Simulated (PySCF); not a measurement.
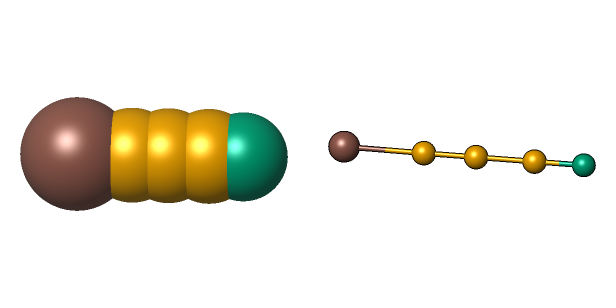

The same structure drawn twice, from different directions. Colours: lithium brown, carbon orange, nitrogen teal.

The geometry was computed by an optimisation with GFN2-xTB. No frequency run is at hand to confirm it as a minimum.

Identify the structure.

It has 5 atoms: 3 carbon, 1 lithium and 1 nitrogen (C₃LiN). As SMILES it reads `[Li][C]#CC#N`. Among its groups: nitrile, alkyne. The point group is C∞v. All atoms lie on one line. Coordination: 3 C linear.

The parts below concern this one geometry. Atoms keep their numbers from picture to picture.

**NMR shielding**

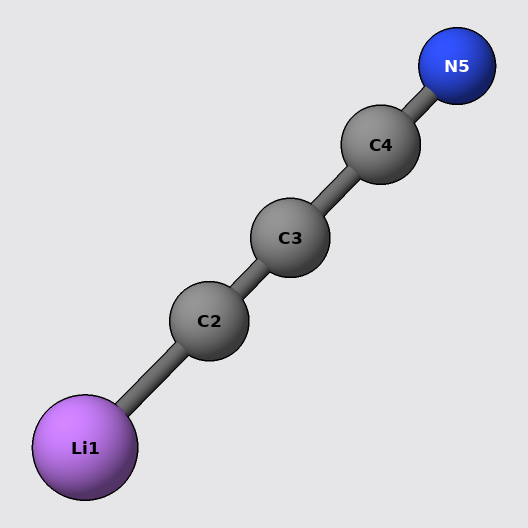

No frequency run is at hand to confirm it as a minimum. Method: GIAO PBE0/pcSseg-1 NMR shielding, non-relativistic, gas phase (PySCF 2.14.0). Principal shieldings σ11 ≤ σ22 ≤ σ33, span Ω = σ33 − σ11, skew κ = 3(σiso − σ22)/Ω.

Give the shielding tensors of the Li atoms.

| atom | σ11 | σ22 | σ33 | σiso | Ω | κ |
| --- | --- | --- | --- | --- | --- | --- |
| Li1 | 82.7 | 82.7 | 105.4 | 90.2 | 22.7 | 1.00 |

Shieldings and span in ppm.

**Electronic properties**

No frequency run is at hand to confirm it as a minimum. Level of theory: PBE0/pcSseg-1, gas phase (PySCF 2.14.0).

> Give the HOMO energy (Kohn–Sham orbital) at this level.

−7.20 eV.

> Give the LUMO energy (Kohn–Sham orbital) at this level.

−1.53 eV.

> What is the dipole moment?

10.69 D.

**Spin–spin coupling**

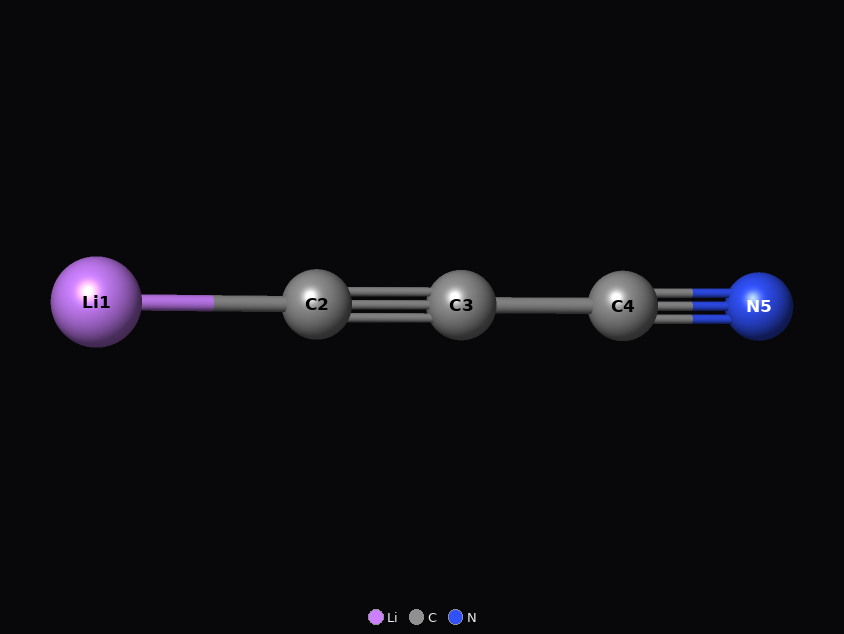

No frequency run is at hand to confirm it as a minimum. Properties computed with B3LYP/pcJ-1 indirect spin-spin coupling, non-relativistic, gas phase (PySCF 2.14.0). Isotopes: 13C, 7Li, 15N.

Give the spin–spin coupling constants of these pairs, with the number of bonds between them: Li1/C2, C2/C3, C3/C4, C2/C4, C3/N5, Li1/C4, C2/N5.

| pair | bonds apart | J (Hz) |
| --- | --- | --- |
| Li1, C2 | 1 | 97.4 |
| C2, C3 | 1 | 123.8 |
| C3, C4 | 1 | 150.1 |
| C2, C4 | 2 | 8.8 |
| C3, N5 | 2 | 5.1 |
| Li1, C4 | 3 | 2.1 |
| C2, N5 | 3 | −10.8 |

The geometry is semi-empirical. Around Li such bond lengths and angles can be off by a tenth of an ångström or more and by several degrees, and values that hang on the shape move with them.
